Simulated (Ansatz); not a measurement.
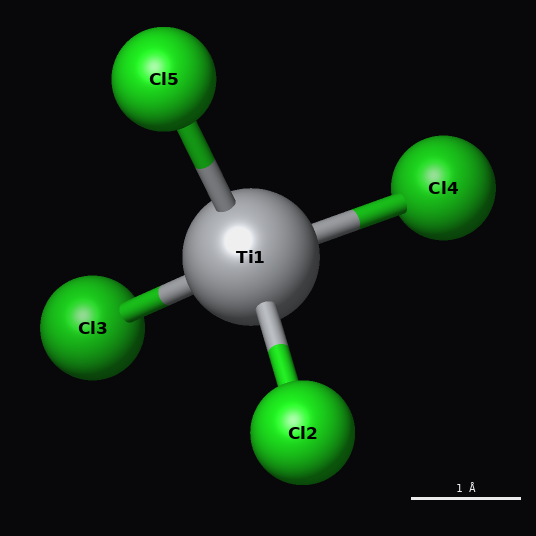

(Drawn from a calculation with Ansatz.)

Charge 0, singlet. Geometry: a fixed input geometry, not necessarily a minimum.

**How are the neighbours of atom 1 arranged?**

Ti1 has 4 neighbours (Cl2 at 2.15, Cl3 at 2.16, Cl4 at 2.15, Cl5 at 2.16 Å); the arrangement is tetrahedral.
